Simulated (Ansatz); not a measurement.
# C$_{4}$H$_{11}$BSi: what the fields show

Input

```
crystal:
  periodic: [false, false, false]
  atoms:
    - {symbol: C, position_ang: [1.106068, -0.862540, 0.443680]}
    - {symbol: C, position_ang: [1.334430, 1.452163, -1.657978]}
    - {symbol: C, position_ang: [-1.461272, 0.574590, -0.627243]}
    - {symbol: C, position_ang: [-2.461988, 1.216853, -0.007523]}
    - {symbol: B, position_ang: [1.083937, -1.919617, -0.674977]}
    - {symbol: Si, position_ang: [0.352262, 0.788608, -0.188311]}
    - {symbol: H, position_ang: [0.118061, -2.628838, -0.843491]}
    - {symbol: H, position_ang: [2.004075, -2.023974, -1.454086]}
    - {symbol: H, position_ang: [0.481168, -1.117024, 1.316363]}
    - {symbol: H, position_ang: [2.120397, -0.578310, 0.773753]}
    - {symbol: H, position_ang: [0.426606, 1.762182, 0.944889]}
    - {symbol: H, position_ang: [1.244617, 0.790933, -2.535239]}
    - {symbol: H, position_ang: [2.405534, 1.539036, -1.411812]}
    - {symbol: H, position_ang: [0.969022, 2.450757, -1.947340]}
    - {symbol: H, position_ang: [-1.726194, -0.113904, -1.442936]}
    - {symbol: H, position_ang: [-3.512374, 1.077638, -0.289754]}
    - {symbol: H, position_ang: [-2.276954, 1.915955, 0.816725]}
basis:
  gaussian:
    orbitals: def2-SVPD
hamiltonian:
  xc: {name: PBE0}
output: {forces: true, orbitals: {seedname: orbitals}}
```

Launched as:

```sh
ansatz run input.yaml --threads 2 --pin off --max-ram 5220MiB --events-out events.jsonl --progress --plain --runs-dir runs
```

Geometry: B3LYP/def2-SVP.

These are results of isolated molecule in a Gaussian basis; Kohn-Sham density functional theory, functional PBE0 in Ansatz, not measurements.

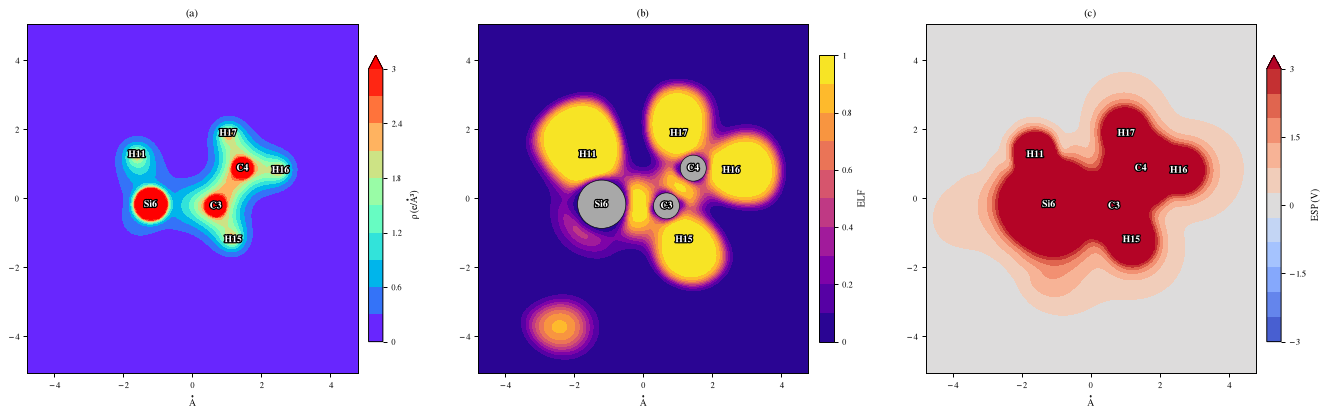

Figure 1. (a) total electron density; (b) ELF; (c) electrostatic potential on the plane of atoms C3, Si6 and H11. Grey discs cover the atomic cores in the ELF map.

> Interpret the plot.

- The section cuts through C, Si and H sites.
- C–C (1.34 Å): the density is about 2.2 e/Å³ at the midpoint; the ELF peaks at about 0.90 between the atoms (a short, multiple covalent bond).
- C–Si (1.88 Å): ρ at the midpoint is about 0.95 e/Å³; the ELF peaks at about 1 between the atoms (a shared electron pair).
- C–H (1.10 Å): ρ is about 2 e/Å³ halfway; the ELF climbs to about 1 towards the hydrogen, as it does in any bond to H: a covalent bond by its length.
- Si–H (1.50 Å): ρ is about 0.76 e/Å³ halfway; the ELF climbs to about 1 towards the hydrogen.
- The potential has no marked negative region in this plane.

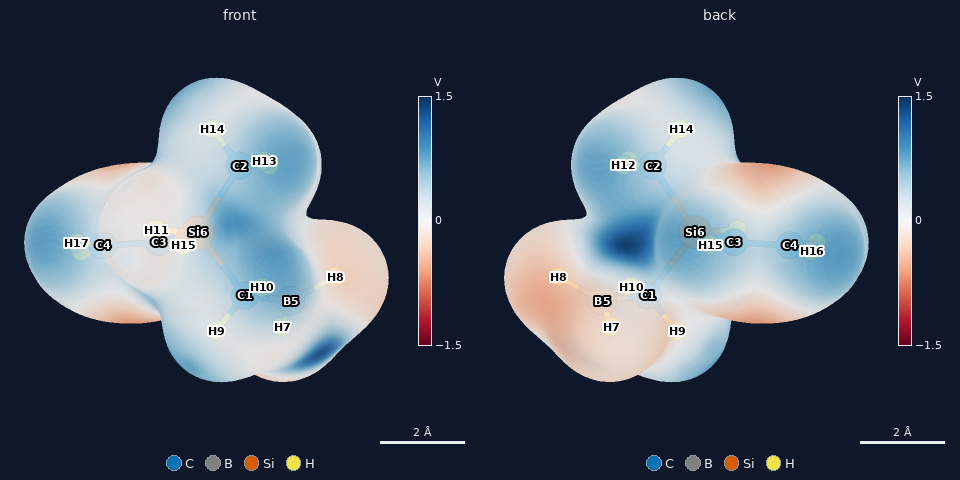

Figure 2. The electrostatic potential painted on the density surface at 0.002 e/bohr³, seen from the front and from behind; the colour scale runs from red (negative) to blue (positive).

> Where is the surface potential most negative and most positive?

The most negative region (about −0.6 V) lies over the π face of C3 and C4, the most positive (about +1.3 V) over B5 and Si6.

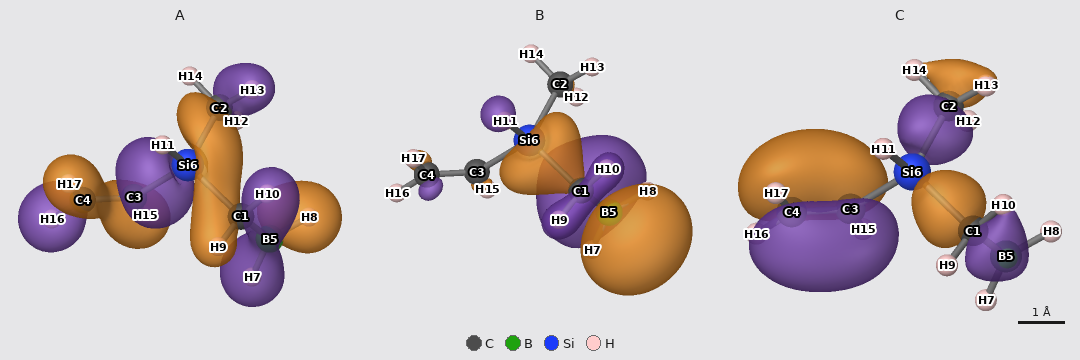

Figure 3. Three frontier orbitals at ±0.08 Å⁻³ᐟ² (orange and purple are the two phases), in no order.

> Which picture is the HOMO−1, the HOMO and the LUMO?

A is the HOMO−1 (−8.63 eV). Its weight (Hirshfeld) is mainly on C3 (about 20 %), Si6 (about 15 %), C1 (about 10 %), B5 (about 10 %), C4 (about 10 %) and C2 (about 5 %). C is the HOMO (−7.87 eV). It lies mainly on C4 (about 35 %), C3 (about 30 %), Si6 (about 5 %) and C1 (about 5 %); π-bonding across C4–C3. B is the LUMO (−1.24 eV). By Hirshfeld shares it lies mainly on B5 (about 55 %), Si6 (about 10 %), C1 (about 10 %), H8 (about 5 %) and H7 (about 5 %).

> What is the HOMO–LUMO gap?

6.63 eV between the orbital energies.
